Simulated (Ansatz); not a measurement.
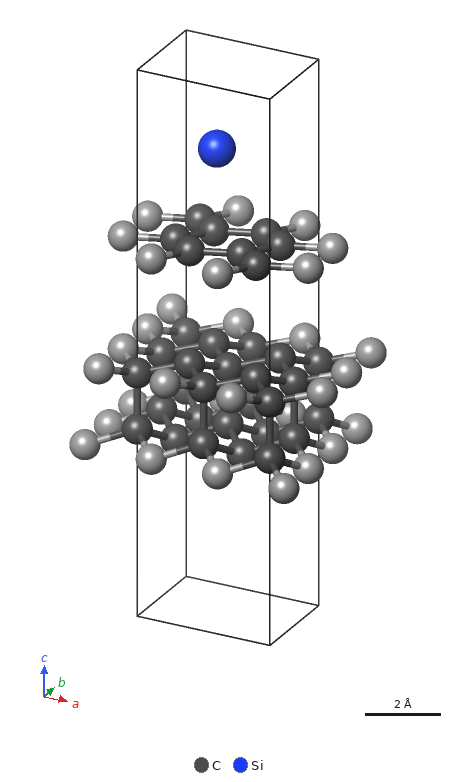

*The structure (ball-and-stick view of the cell of the calculation, with the vacuum cut short, seen slightly off an axis; neighbours outside the cell are drawn fainter). An atom can appear more than once, as a periodic image.*

# Run report: SiC24, single-point calculation (part 1 of 4)

System: SiC24 (slab, 25 atoms in the cell).
Method: DFT PBE+D3(BJ), scalar-relativistic, plane waves, PAW, PAW set soft_1, spin-polarised (Ansatz 0.2.0).

The structure derives from an entry of the Crystallography Open Database. Figures and captions count atoms from 1; the log counts them from 0 in places.

Output:
```
Engine: ansatz 0.2.0, aarch64-unknown-linux-gnu
Pseudopotentials: kind: paw
Pseudopotential: C, paw, valence charge 4, recommended cutoff 420 eV (normal), [file]
Pseudopotential: Si, paw, valence charge 4, recommended cutoff 420 eV (normal), [file]
Functional definition: PBE
  parameter kappa = 0.804
  parameter beta = 0.06672455060314922
  exchange = pbe_x(kappa = kappa, mu = beta*pi^2/3)
  correlation = pbe_c(beta = beta)
Crystal: 25 atoms, lattice volume = 501.819 Å³
Basis set: ecut = 420 eV, 9863 PW (Γ), exchange–correlation on 72×72×320 points (8 copies of the dense FFT grid, shifted against one another)
Bands: 76, of which v1, the nominal top of the filled ones, is band 50 counted from 1 (49 counted from 0)
Symmetry: 1 space group operations
k-points: 20 of 36 (time reversal used)
Non-local potential: C, projectors of the file, l = 0: 2, l = 1: 2, l = 2: 1
Non-local potential: Si, projectors of the file, l = 0: 2, l = 1: 2, l = 2: 1
PAW form: soft (Blöchl's): semilocal exchange-correlation on the pseudo side does not see the compensation charge
PAW one-centre angular grid: C, 110 points (default); XC on 64 Gauss nodes
PAW one-centre angular grid: Si, 110 points (default); XC on 64 Gauss nodes
Starting moments: Σ|m| = 2 μB on 1 of 25 sites
Initial wavefunctions: pseudopotential atomic-orbital guess
Functional: x = pbe(κ = 0.804, μ = 0.2195149727645171), c = pbe(β = 0.06672455060314922)
```
